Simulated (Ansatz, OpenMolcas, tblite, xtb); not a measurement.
**Si2H6O2 (SMILES O[SiH2][SiH2]O): the HOMO–LUMO gap, rung by rung**

The species is Si2H6O2 (10 atoms), meant as a singlet with charge 0. As SMILES, `O[SiH2][SiH2]O`. The coordinates come from a PBE0-D4/def2-TZVP relaxation. This is one conformer, not always the lowest.

Quantity: the HOMO–LUMO gap, in eV. The values are calculated.

| level | kind | program | value (eV) | CPU time |
| --- | --- | --- | --- | --- |
| GFN0-xTB | semi-empirical | xtb | 3.56 | under 2 s |
| IPEA1-xTB | semi-empirical | tblite | 3.02 | under 2 s |
| HF/6-31G* (spherical functions) | Hartree–Fock | OpenMolcas | 12.90 | 4.9 s |
| SVWN5/6-31G* (spherical functions) | LDA | Ansatz | 4.33 | 3.9 s |
| revPBE/6-31G* (spherical functions) | GGA | OpenMolcas | 4.56 | 22 s |
| TPSS/6-31G* (spherical functions) | meta-GGA | OpenMolcas | 4.86 | 29 s |
| r2SCAN0/6-31G* (spherical functions) | hybrid meta-GGA | Ansatz | 7.07 | 15 s |
| wB97M-V/6-31G* (spherical functions) | range-separated hybrid | Ansatz | 10.48 | 85 s |
| PBE-QIDH/6-31G* (spherical functions) | double hybrid | Ansatz | 10.41 | 11 s |

The values span 3.02 to 12.90 eV. Orbital gaps aren't excitation energies, and those of double hybrids come from the SCF part alone; they tend to grow with the share of exact exchange. Times are those of the runs behind each value, whatever else they computed, on shared processors of several kinds: orders of magnitude only.

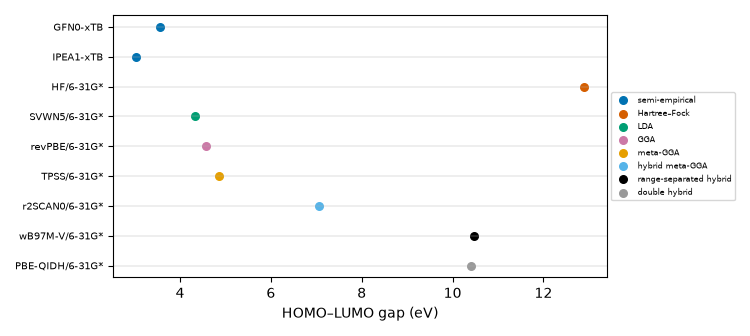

The values of the table, level by level.
